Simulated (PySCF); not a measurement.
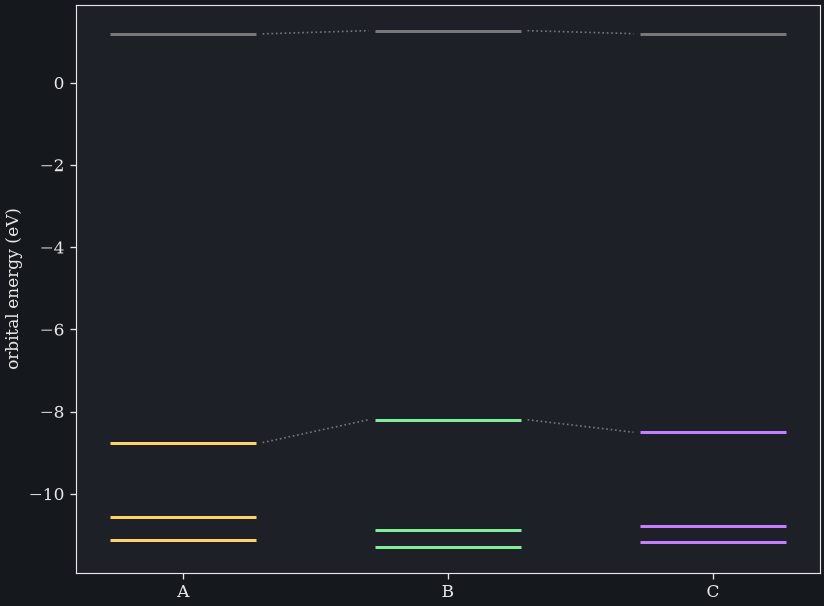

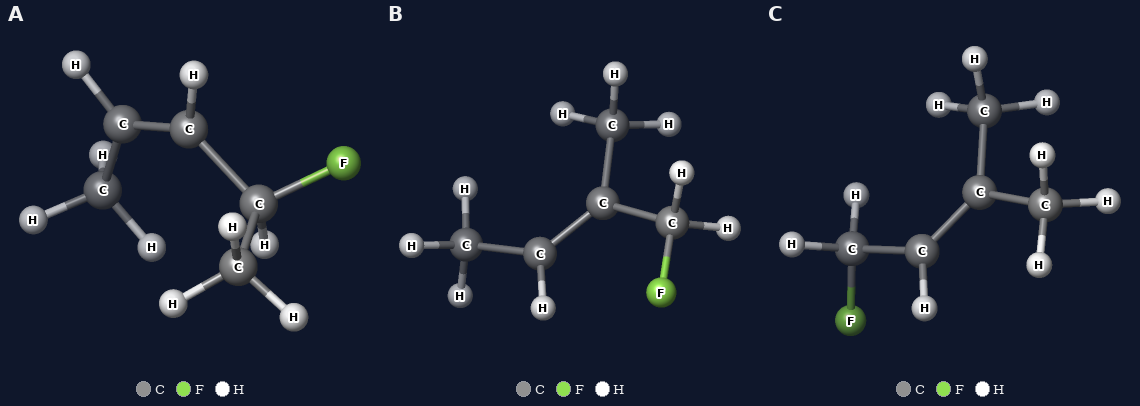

Related molecules: A is C₅H₉F, SMILES C/C=C\[C@H](C)F; B is C₅H₉F, SMILES C/C=C(\C)CF; C is C₅H₉F, SMILES CC(C)=CCF. Frontier orbital energies, CAM-B3LYP/def2-SVPD with PySCF 2.14.0, at a PBE0-D3(BJ)/def2-SVP geometry (no frequency check); drawn are at most three filled levels and, in grey, the LUMO with any level within 0.03 eV of it; dotted lines join the HOMOs and the LUMOs.

Q: What does the change do to the frontier levels?

A: From A to B the HOMO rises by 0.56 eV and the LUMO rises by 0.08 eV, so the separation goes from 9.94 to 9.47 eV. From A to C the HOMO rises by 0.25 eV and the LUMO hardly moves, so the separation goes from 9.94 to 9.70 eV.

Q: Does the ΔSCF ionisation energy follow the HOMO?

A: A: −ε(HOMO) 8.75, ΔSCF 9.61 eV; B: −ε(HOMO) 8.20, ΔSCF 9.01 eV; C: −ε(HOMO) 8.50, ΔSCF 9.31 eV.

Limits of at least one run: empty levels above zero depend strongly on the basis; one conformer of a flexible molecule.
